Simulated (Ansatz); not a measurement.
AlF$_{2}$OSi (SMILES [F][Al]([F])[O+]=[Si]) (charge +1)

```yaml
atoms:
  - { symbol: Al, position_ang: [-1.6916, 2.8141, -0.4523] }
  - { symbol: F, position_ang: [-2.6862, 2.0030, 0.5489] }
  - { symbol: F, position_ang: [-1.9124, 3.6502, -1.8313] }
  - { symbol: O, position_ang: [0.0071, 2.7793, 0.0758] }
  - { symbol: Si, position_ang: [1.5049, 2.7495, 0.5411] }
```

Geometry: PBE0-D3(BJ)/def2-SVP.

Theory: Ansatz, isolated molecule in a Gaussian basis; Kohn-Sham density functional theory, functional PBE0.

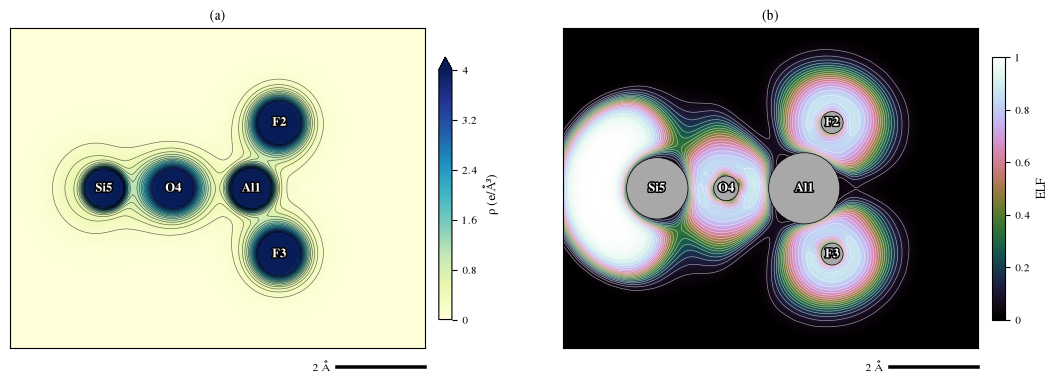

Figure 1. (a) electron density; (b) electron localisation function on the molecular plane. Grey discs cover the atomic cores in the ELF map.

### Interpret the plot.

- The plane passes through Al, F, O and Si nuclei.
- Si–O (1.57 Å): ρ at the midpoint is about 1.3 e/Å³; the ELF peaks at about 0.85 between the atoms (a polar covalent bond).
- Al–F (1.63 Å): ρ is about 0.99 e/Å³ halfway; the ELF peaks at about 0.85 in the valence shell of F, 0.5 Å from its nucleus, and is about 0.40 at the midpoint.
- Al–O (1.78 Å): the density is about 0.72 e/Å³ at the midpoint; the ELF peaks at about 0.90 in the valence shell of O, 0.7 Å from its nucleus, and is about 0.50 at the midpoint.
- The ELF also peaks beside F3, Si5 and F2, away from the bonds: lone-pair regions.

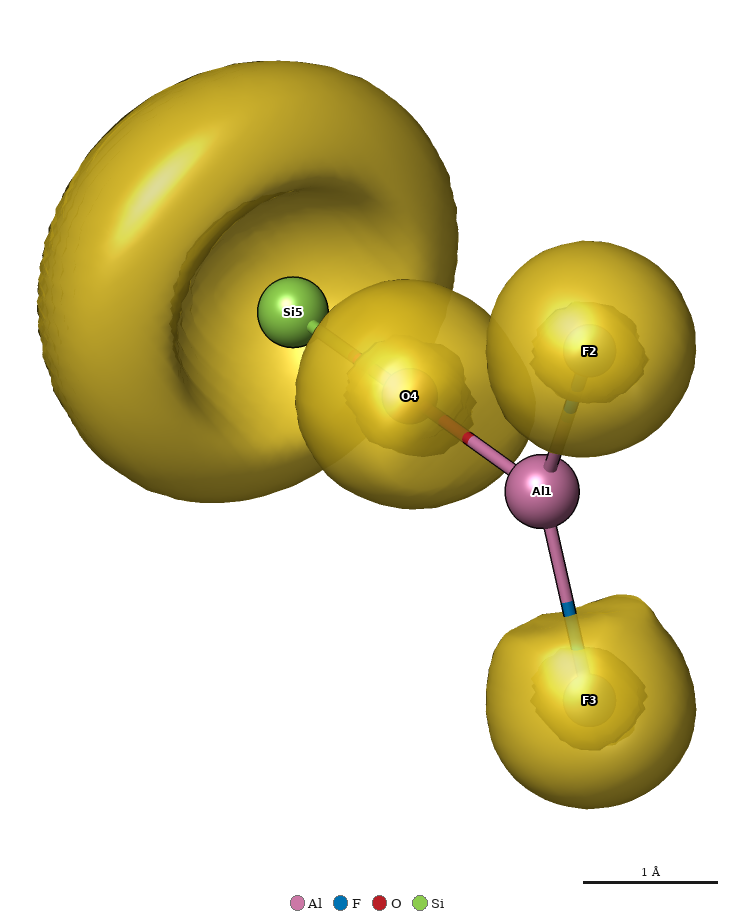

Figure 2. Isosurface of the electron localisation function at 0.75 (yellow), seen at an oblique angle. Core shells and regions of very low density are left out.

### What do the ELF domains correspond to?

The surface consists of one lobe on Si, pointing away from the bonds (lone pairs), two regions wrapped around F (the valence shell of each) and one region wrapped around O (its valence shell).

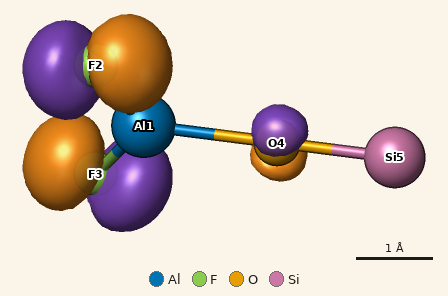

Figure 3. The HOMO−1 at ±0.2 Å⁻³ᐟ² (orange and purple are the two phases), seen at an oblique angle.

### Where does this orbital lie, and at what energy?

By Hirshfeld shares it lies mainly on F2 (about 45 %) and F3 (about 45 %); it is symmetric in the molecular plane (an in-plane orbital: σ, lone-pair or in-plane π type); largely a combination of lone pairs on F2 and F3. Its energy is −16.13 eV.
